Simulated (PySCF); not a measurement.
Consider C4H7BF2O2.

The calculation's input:

```
{"job": {"kind": "uv", "xc": "PBE0", "basis": "def2-SVPD", "nstates": 6, "ntriplets": 2}, "charge": 0, "multiplicity": 1}
F     -2.077358    -1.852011    -0.154520
C     -1.989482    -0.506623    -0.304354
F     -3.060193     0.008131     0.335320
C     -0.680733     0.021521     0.299730
C      0.507582    -0.855713    -0.104197
C      1.787709    -0.187646     0.395945
O      1.865034     1.161541    -0.018834
B      0.741923     1.852996    -0.283514
O     -0.512075     1.345397    -0.152722
H     -2.081672    -0.269213    -1.374277
H     -0.794551     0.028872     1.394121
H      0.538560    -0.920023    -1.194625
H      0.406551    -1.856755     0.312030
H      1.831983    -0.218680     1.491910
H      2.669863    -0.698009    -0.003146
H      0.839261     2.955159    -0.650277
```

Run with:

```sh
OMP_NUM_THREADS=1 python probes_run.py task.json out
```

Geometry: GFN2-xTB.

The calculation used PBE0/def2-SVPD, SCF density, gas phase in PySCF.

**Predict the electron density and electron localisation function between the atoms.**

B–O (1.35 Å): the density is about 2.2 e/Å³ at the midpoint; the ELF peaks at about 0.90 between the atoms; a short, strongly polar bond.
C–O (1.41 Å): ρ is about 2.1 e/Å³ halfway, with its minimum of 1.7 e/Å³ about 0.5 Å from C; the ELF peaks at about 0.90 between the atoms: a shared but strongly polarised pair.
B–H (1.17 Å): ρ at the midpoint is about 1.3 e/Å³; the ELF climbs to about 1 towards the hydrogen, as it does in any bond to H; a covalent bond by its length.

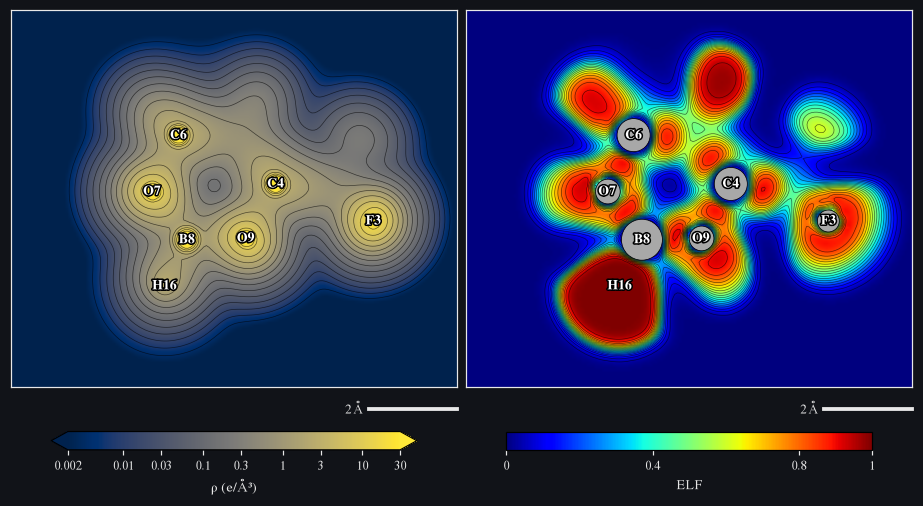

Computed electron density and electron localisation function on the plane of atoms O7, B8 and H16, in this order. Grey discs cover the atomic cores in the ELF map. 
